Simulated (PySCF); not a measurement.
Vertical excitations of a molecule CH₁₀FNSi₃ from TDA-PBE0/def2-SVPD in PySCF, as energy in eV (oscillator strength): 5.37 (0.016), 6.02 (0.038), 6.29 (0.001), 6.87 (0.014), 6.93 (0.003), 7.05 (0.046). Lowest triplet (TDA): 4.91 eV. Geometry optimised at B3LYP-D3(BJ)/def2-SVP. The values are those of a single conformer.

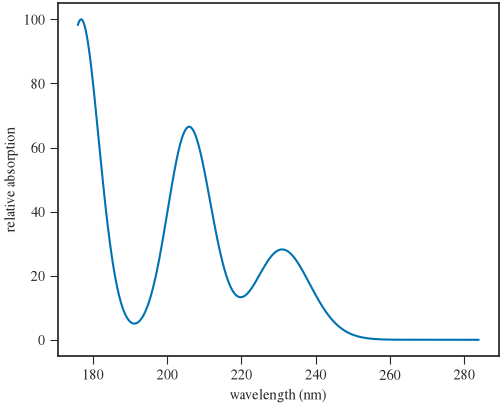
Fig. 1. The lines broadened by 0.4 eV.

Which structure fits?
(A) CN([SiH2]F)[SiH2][SiH3]
(B) N[SiH2][SiH2][SiH2]CF
(C) C[Si@@](N)([SiH3])[SiH2]F
(D) C[Si@H](N[SiH3])[SiH2]F

D, C[Si@H](N[SiH3])[SiH2]F
